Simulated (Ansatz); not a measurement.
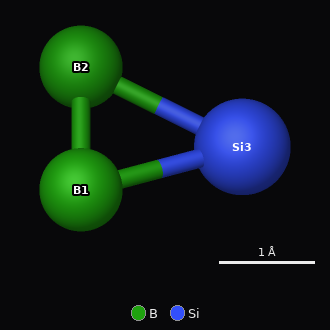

Figure 1. The structure as given in the input (ball-and-stick view, seen at a tilt; atoms are numbered from 1 in the order of the input). Bond lengths as drawn: B–B 1.51 Å and B–Si 1.90 Å.

Run report: B2Si, geometry relaxation

System: B2Si, multiplicity 5.
Method: UKS r2SCAN-D4/def2-TZVP (Ansatz 0.2.0).

The geometry: r2SCAN-D4/def2-TZVP start. Figures and captions count atoms from 1; the log counts them from 0 in places.

**What the program printed**
```
Functional definition: r2SCAN
  name "r2SCAN"
  cite "Furness, Kaplan, Ning, Perdew & Sun, J. Phys. Chem. Lett. 11, 8208 (2020) doi:10.1021/acs.jpclett.0c02405"
  cite "Furness, Kaplan, Ning, Perdew & Sun, J. Phys. Chem. Lett. 11, 9248 (2020) doi:10.1021/acs.jpclett.0c03077"
  parent r2scan
  parameter k0 = 0.174
  parameter k1 = 0.065
  parameter a1 = 4.9479
  exchange = r2scan_x(k0 = k0, k1 = k1, a1 = a1)
  correlation = r2scan_c
these checks for a lower state are left out or cut short: starts
590 factors; their error is unknown
mean field evaluation 1: about -9214.0896 eV, gradient 2.9e1 eV
mean field evaluation 2: about -9185.6837 eV, gradient 5.9e1 eV
mean field evaluation 4: about -9220.1459 eV, gradient 7.4e0 eV
mean field evaluation 8: about -9220.5637 eV, gradient 1.5e-1 eV
mean field evaluation 16: about -9220.5639 eV, gradient 5.5e-4 eV
mean field evaluation 32: about -9220.5893 eV, gradient 1.5e-5 eV
mean field -9220.58925495 eV, -338.8504051796 hartree, gradient 8.0e-6 eV, S^2 6.015575; 1 other end points of the search recorded, 0 dependent functions left out
the calculation of the forces begins
reference -9220.58926899 eV, -338.8504056955 hartree; 14, 10 occupied and 85, 89 virtual orbitals, 590 factors
relax step   1: F+E_penalty+E_count = -9220.60449339 eV  Δ(F+E_penalty+E_count) = +0.000e0 eV  max|allowed force component| = 3.980e0 eV/Å  Δτ_max = 0.0000 Å  (95 SCF iters, accepted)
these checks for a lower state are left out or cut short: starts, cluster_reference, orbital_swaps, neighbouring_geometries, increment
590 factors; their error is unknown
mean field -9221.01316528 eV, -338.8659835967 hartree, gradient 1.5e-8 eV, S^2 6.006472; 0 other end points of the search recorded, 0 dependent functions left out
the calculation of the forces begins
reference -9221.01317949 eV, -338.8659841192 hartree; 14, 10 occupied and 85, 89 virtual orbitals, 590 factors
relax step   2: F+E_penalty+E_count = -9221.02840411 eV  Δ(F+E_penalty+E_count) = -4.239e-1 eV  max|allowed force component| = 2.178e0 eV/Å  Δτ_max = 0.0496 Å  (130 SCF iters, accepted)
these checks for a lower state are left out or cut short: starts, cluster_reference, orbital_swaps, neighbouring_geometries, increment
590 factors; their error is unknown
mean field evaluation 64: about -9221.2275 eV, gradient 1.2e-3 eV
mean field -9221.22749068 eV, -338.8738599102 hartree, gradient 9.0e-6 eV, S^2 6.006400; 0 other end points of the search recorded, 0 dependent functions left out
the calculation of the forces begins
reference -9221.22750511 eV, -338.8738604403 hartree; 14, 10 occupied and 85, 89 virtual orbitals, 590 factors
relax step   3: F+E_penalty+E_count = -9221.24274895 eV  Δ(F+E_penalty+E_count) = -2.143e-1 eV  max|allowed force component| = 1.923e-1 eV/Å  Δτ_max = 0.0756 Å  (46 SCF iters, accepted)
these checks for a lower state are left out or cut short: starts, cluster_reference, orbital_swaps, neighbouring_geometries, increment
590 factors; their error is unknown
mean field -9221.23005308 eV, -338.8739540763 hartree, gradient 2.8e-5 eV, S^2 6.006436; 0 other end points of the search recorded, 0 dependent functions left out
the calculation of the forces begins
reference -9221.23006753 eV, -338.8739546074 hartree; 14, 10 occupied and 85, 89 virtual orbitals, 590 factors
relax step   4: F+E_penalty+E_count = -9221.24531574 eV  Δ(F+E_penalty+E_count) = -2.567e-3 eV  max|allowed force component| = 2.107e-2 eV/Å  Δτ_max = 0.0090 Å  (45 SCF iters, accepted)
these checks for a lower state are left out or cut short: starts, cluster_reference, orbital_swaps, neighbouring_geometries, increment
590 factors; their error is unknown
mean field -9221.23009957 eV, -338.8739557848 hartree, gradient 1.5e-5 eV, S^2 6.006442; 0 other end points of the search recorded, 0 dependent functions left out
the calculation of the forces begins
reference -9221.23011402 eV, -338.8739563160 hartree; 14, 10 occupied and 85, 89 virtual orbitals, 590 factors
relax step   5: F+E_penalty+E_count = -9221.24536313 eV  Δ(F+E_penalty+E_count) = -4.739e-5 eV  max|allowed force component| = 7.807e-4 eV/Å  Δτ_max = 0.0016 Å  (38 SCF iters, accepted)
```

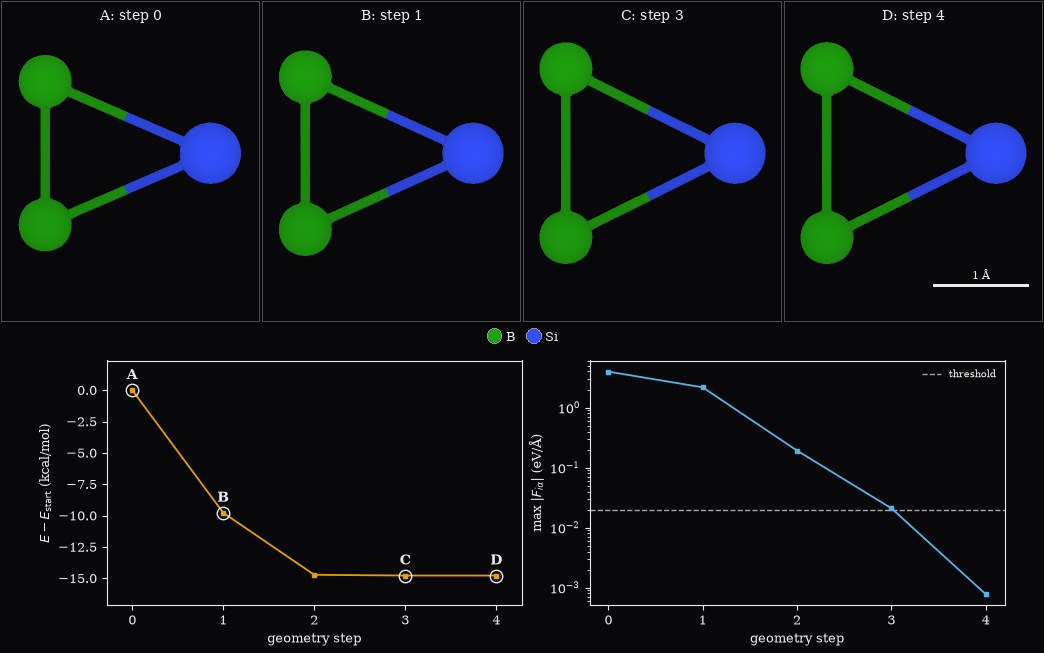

Figure 2. Frames of the relaxation (ball-and-stick view, seen on its broad side) above the curves, on which the letters mark them (the first geometry is step 0 here and step 1 in the log).

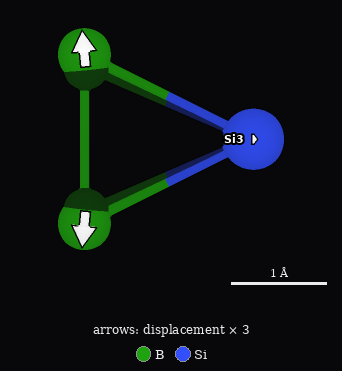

Figure 3. Start (faint) and end (solid) with the displacements as white arrows, magnified 3 times (ball-and-stick view, seen on its broad side). The two geometries are laid on each other by the best rigid fit. The largest moves after the best rigid fit, 0.14 Å, are those of B1 and B2. Largest moves by element: B 0.14 Å, Si 0.03 Å. Among the contacts that change: B1–B2 1.510 → 1.779 Å, B1–Si3 1.896 → 1.990 Å. Among the angles that change: B1–Si3–B2 46.9° → 53.1°, B2–B1–Si3 66.5° → 63.4°. The energy falls by 14.8 kcal/mol in 4 geometry steps. Largest force component: 4 eV/Å at the start, 0.00078 eV/Å at the end. (Atoms are counted from 1 in the order of the input.)

```
these checks for a lower state are left out or cut short: starts
590 factors; their error is unknown
mean field -9221.23009957 eV, -338.8739557848 hartree, gradient 1.8e-5 eV, S^2 6.006442; 0 other end points of the search recorded, 0 dependent functions left out
the calculation of the forces begins
reference -9221.23011402 eV, -338.8739563160 hartree; 14, 10 occupied and 85, 89 virtual orbitals, 590 factors
Total energy: -9221.24537759 eV, -338.8745172418 hartree
Atom 0 at     0.081376     0.935643     0.511175 Å, force    -0.000165     0.000495     0.000034 eV/Å
Atom 1 at    -0.713014     0.027316    -0.796377 Å, force    -0.000347     0.000286    -0.000266 eV/Å
Atom 2 at     0.631638    -0.962960     0.285201 Å, force     0.000512    -0.000781     0.000231 eV/Å
Dipole moment:     0.098000    -0.149406     0.044250 e Å
Checks for a lower state left out: starts
```

**Trajectory as extended XYZ (Å, eV, eV/Å), 5 frames, from step=1 to step=5**
```
3
Properties=species:S:1:pos:R:3:forces:R:3 step=1 energy=-9220.60449
B     0.0284    0.8559    0.4154    1.5971   3.5444   3.3981
B    -0.6457    0.0852   -0.6941   -2.8852  -1.5807  -3.9797
Si    0.6173   -0.9411    0.2787    1.2881  -1.9637   0.5816
3
Properties=species:S:1:pos:R:3:forces:R:3 step=2 energy=-9221.02840
B     0.0453    0.8882    0.4491    0.9644   1.8545   1.9240
B    -0.6723    0.0676   -0.7322   -1.5279  -0.9954  -2.1784
Si    0.6270   -0.9558    0.2831    0.5635  -0.8591   0.2544
3
Properties=species:S:1:pos:R:3:forces:R:3 step=3 energy=-9221.24275
B     0.0771    0.9297    0.5037    0.0729   0.1753   0.1612
B    -0.7080    0.0320   -0.7885   -0.1418  -0.0702  -0.1923
Si    0.6308   -0.9617    0.2848    0.0689  -0.1051   0.0311
3
Properties=species:S:1:pos:R:3:forces:R:3 step=4 energy=-9221.24532
B     0.0805    0.9352    0.5100    0.0148   0.0096   0.0211
B    -0.7126    0.0285   -0.7954   -0.0093  -0.0180  -0.0186
Si    0.6321   -0.9637    0.2854   -0.0055   0.0083  -0.0025
3
Properties=species:S:1:pos:R:3:forces:R:3 step=5 energy=-9221.24536
B     0.0814    0.9356    0.5112   -0.0002   0.0005   0.0000
B    -0.7130    0.0273   -0.7964   -0.0003   0.0003  -0.0003
Si    0.6316   -0.9630    0.2852    0.0005  -0.0008   0.0002
```

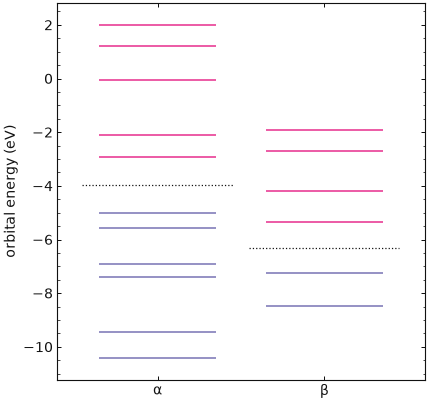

Figure 4. Orbital energies near the frontier for α and β spins; the dotted line parts filled from empty levels, and levels within 0.02 eV of each other stand side by side. α: highest filled −5.03 eV, lowest empty −2.91 eV, 2.12 eV apart; β: highest filled −7.27 eV, lowest empty −5.35 eV, 1.92 eV apart.

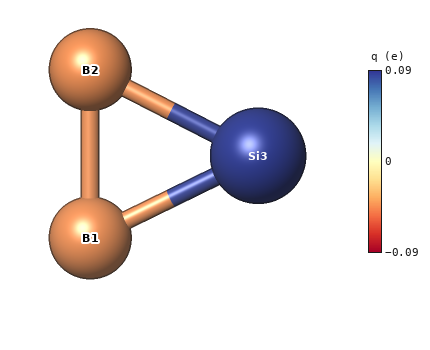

Figure 5. Mulliken charges, as the colour of each atom (ball-and-stick view, seen on its broad side; atoms are numbered from 1 in the order of the input; Mulliken charges depend strongly on the basis). By element: B −0.04 and Si +0.09 e.

The run was set up as follows.

**Input file**
```yaml
crystal:
  periodic: [false, false, false]
  atoms:
    - {symbol: B, position_ang: [0.028393, 0.855917, 0.415395]}
    - {symbol: B, position_ang: [-0.645680, 0.085164, -0.694117]}
    - {symbol: Si, position_ang: [0.617287, -0.941081, 0.278721]}
basis:
  gaussian: {orbitals: def2-TZVP}
magnetization: {spin_polarized: true, initial_magnetization: 4}
hamiltonian: {xc: r2scan, dispersion: d4}
scf: {omitted_lower_state_checks: [starts]}
output: {orbitals: {seedname: orbitals}}
relax: {f_tol: 0.02, max_steps: 100}
```

Launch command:
```bash
ansatz run in.yaml --threads 4 --pin off --events-out ev --progress --plain --max-ram 3916MiB
```

**Results in brief**

- outcome: converged
- total energy: −9221.2454 eV
- mean-field energy: −9221.2301 eV
- dispersion energy: −0.0153 eV
- ⟨S²⟩: 6.006
- SCF solution under orbital rotations: stable
- HOMO (either spin): −5.03 eV
- LUMO (either spin): −5.35 eV
- largest force (length of the vector) at the end: 0.001 eV/Å
- dipole moment: 0.88 D
- hardware: 4 threads of Arm Neoverse N1, 23 GiB of memory available, shared host
- wall time: 23 s (CPU time 87 s)
- peak memory: 0.23 GiB
